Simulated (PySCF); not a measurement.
**PBE0/STO-3G run of [SiH5]− (SMILES [H][Si-]([H])([H])([H])[H])**

What is the vertical ionisation energy of [SiH5]− at PBE0/STO-3G? 

Program for the calculation: PySCF 2.14.0.

9 further runs of the same task are left out: 9 set aside as unsound or not needed.

**1. The structure to begin with**

The species is [SiH5]− (6 atoms), meant as a singlet with charge -1. SMILES: `[H][Si-]([H])([H])([H])[H]`. The coordinates come from a GFN2-xTB relaxation.

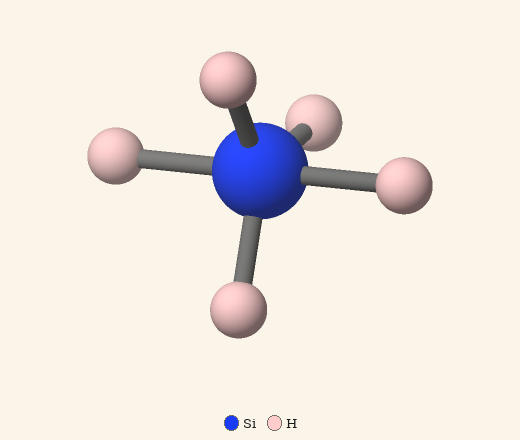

Viewed from a chosen angle; silicon blue, hydrogen pink.

**2. The energy at PBE0/STO-3G**

calc.py

```python
from pyscf import gto, dft

mol = gto.M(
    atom='''
Si    -0.000454     0.000435     0.002778
H     -0.037587    -0.014721     3.098981
H      0.041177     0.014853    -3.103762
H      2.816882     0.022393     0.036283
H     -1.431562     2.428487    -0.004951
H     -1.388438    -2.451447    -0.029329
''',
    charge=-1,
    spin=0,
    unit='bohr',
    verbose=4,
    max_memory=1860,
    basis='sto-3g',
)

ks = dft.RKS(mol)
ks.xc = 'pbe0'
ks.conv_tol = 1e-10
ks.grids.level = 5
ks.kernel()
if not ks.converged:
    ks = ks.newton().run(ks.mo_coeff, ks.mo_occ)

etot = ks.e_tot
print('E(%s) = %.9f' % ('PBE0', etot))
```

Command:

```console
$ OMP_NUM_THREADS=1 python calc.py
```

The program printed:

```text
PySCF version 2.14.0

[INPUT] num. atoms = 6
[INPUT] num. electrons = 20
[INPUT] charge = -1
[INPUT] spin (= nelec alpha-beta = 2S) = 0
[INPUT] symmetry False subgroup None
[INPUT] Mole.unit = bohr
[INPUT] Symbol           X                Y                Z      unit          X                Y                Z       unit  Magmom
[INPUT]  1 Si    -0.000240246454   0.000230192087   0.001470054292 AA   -0.000454000000   0.000435000000   0.002778000000 Bohr   0.0
[INPUT]  2 H     -0.019890183827  -0.007790017722   1.639910122274 AA   -0.037587000000  -0.014721000000   3.098981000000 Bohr   0.0
[INPUT]  3 H      0.021789930014   0.007859869114  -1.642440118519 AA    0.041177000000   0.014853000000  -3.103762000000 Bohr   0.0
[INPUT]  4 H      1.490629760251   0.011849865284   0.019200136744 AA    2.816882000000   0.022393000000   0.036283000000 Bohr   0.0
[INPUT]  5 H     -0.757549986419   1.285099977415  -0.002619956371 AA   -1.431562000000   2.428487000000  -0.004951000000 Bohr   0.0
[INPUT]  6 H     -0.734729748375  -1.297249886178  -0.015520238419 AA   -1.388438000000  -2.451447000000  -0.029329000000 Bohr   0.0

nuclear repulsion = 26.1397824922437
number of shells = 10
number of NR pGTOs = 42
number of NR cGTOs = 14
basis = sto-3g
ecp = {}

******** <class 'pyscf.dft.rks.RKS'> ********
method = RKS
initial guess = minao
damping factor = 0
level_shift factor = 0
DIIS = <class 'pyscf.scf.diis.CDIIS'>
diis_start_cycle = 1
diis_space = 8
diis_damp = 0
SCF conv_tol = 1e-10
SCF conv_tol_grad = None
SCF max_cycles = 50
direct_scf = True
direct_scf_tol = 1e-13
XC library pyscf.dft.libxc version 7.0.0
    S. Lehtola, C. Steigemann, M. J.T. Oliveira, and M. A.L. Marques.,  SoftwareX 7, 1–5 (2018)
XC functionals = pbe0
radial grids:
    Treutler-Ahlrichs [JCP 102, 346 (1995); DOI:10.1063/1.469408] (M4) radial grids

becke partition: Becke, JCP 88, 2547 (1988); DOI:10.1063/1.454033
pruning grids: <function nwchem_prune>
grids dens level: 5
symmetrized grids: False
atomic radii adjust function: <function treutler_atomic_radii_adjust>
small_rho_cutoff = 0
Set gradient conv threshold to 1e-05
Initial guess from minao.
tot grids = 161256
init E= -288.420641278166
  HOMO = -0.155951339111295  LUMO = 0.229084728375094  gap/eV = 10.47737
cycle= 1 E= -288.744127892421  delta_E= -0.323  |g|= 0.0944  |ddm|= 2.46
  HOMO = 0.206093497034322  LUMO = 0.607794891096551  gap/eV = 10.93085
cycle= 2 E= -288.748102069695  delta_E= -0.00397  |g|= 0.0467  |ddm|= 0.443
  HOMO = 0.197984518576491  LUMO = 0.614309848804445  gap/eV = 11.32879
cycle= 3 E= -288.749298828244  delta_E= -0.0012  |g|= 0.00194  |ddm|= 0.142
  HOMO = 0.197719194148917  LUMO = 0.614084339341139  gap/eV = 11.32987
cycle= 4 E= -288.749300306672  delta_E= -1.48e-06  |g|= 0.000836  |ddm|= 0.00473
  HOMO = 0.197824784453342  LUMO = 0.614171975370605  gap/eV = 11.32938
cycle= 5 E= -288.749300606051  delta_E= -2.99e-07  |g|= 2.69e-05  |ddm|= 0.00181
  HOMO = 0.197823383303346  LUMO = 0.61417512796641  gap/eV = 11.32951
cycle= 6 E= -288.749300606425  delta_E= -3.74e-10  |g|= 8.21e-07  |ddm|= 6.49e-05
  HOMO = 0.197823515277271  LUMO = 0.614175002472892  gap/eV = 11.32950
cycle= 7 E= -288.749300606425  delta_E= -5.68e-13  |g|= 3.24e-07  |ddm|= 3.12e-06
  HOMO = 0.197823496786559  LUMO = 0.614174997064538  gap/eV = 11.32950
Extra cycle  E= -288.749300606425  delta_E= 2.27e-13  |g|= 1.55e-07  |ddm|= 1.39e-06
converged SCF energy = -288.749300606425
E(PBE0) = -288.749300606
```

Run time: 1.5 s. Hardware: 1 thread of Arm Neoverse V2, shared host; peak memory 0.18 GiB.

**3. Doublet neutral SiH5 at the same level**

Changes to calc.py since step 2:

```diff
@@ -11,14 +11,13 @@
 ''',
-    charge=-1,
-    spin=0,
     unit='bohr',
+    spin=1,
+    basis='sto-3g',
+    max_memory=1860,
     verbose=4,
-    max_memory=1860,
-    basis='sto-3g',
 )
 
-ks = dft.RKS(mol)
+ks = dft.UKS(mol)
 ks.xc = 'pbe0'
+ks.grids.level = 5
 ks.conv_tol = 1e-10
-ks.grids.level = 5
 ks.kernel()
@@ -27,3 +26,3 @@
 
-etot = ks.e_tot
-print('E(%s) = %.9f' % ('PBE0', etot))
+e_final = ks.e_tot
+print('E = %.10f Eh' % e_final)
```

Command:

```console
$ OMP_NUM_THREADS=1 python calc.py
```

The program printed:

```text
PySCF version 2.14.0

[... 54 lines left out ...]
WARN: HOMO -0.155951339111294 >= LUMO -0.155951339111295
[... 38 lines left out ...]
converged SCF energy = -288.837882063173  <S^2> = 0.7684987  2S+1 = 2.0184139
E = -288.8378820632 Eh
```

Run time: 2.5 s. Hardware: 1 thread of Arm Neoverse V2, shared host; peak memory 0.18 GiB.

**4. Outcome**

Level: PBE0/STO-3G.

```
                                                              quantity          value
                                         singlet [SiH5]−: total energy  -288.74930 Eh
                                          singlet [SiH5]−: HOMO energy        5.38 eV
                                          singlet [SiH5]−: LUMO energy       16.71 eV
singlet [SiH5]−: HOMO–LUMO gap (to an unbound level, set by the basis)       11.33 eV
                                    doublet neutral SiH5: total energy  -288.83788 Eh
                                   doublet neutral SiH5: dipole moment         0.01 D
              doublet neutral SiH5: HOMO energy (highest over α and β)       -4.66 eV
               doublet neutral SiH5: LUMO energy (lowest over α and β)       -0.45 eV
                                            doublet neutral SiH5: ⟨S²⟩          0.768
                   vertical detachment energy (to the doublet neutral)      -2.410 eV
```

In words: The species is unbound against losing an electron at this level, by 2.41 eV (−233 kJ/mol); missing correlation or diffuse functions can give that sign where the real anion is bound. In a minimal basis such a difference can be off by several eV, whatever the method. Mulliken charges (singlet [SiH5]−) run from -0.37 on H3 to +0.48 on Si1. The HOMO (singlet [SiH5]−) lies at positive energy, 5.38 eV; only total energies tell whether the electron is bound.
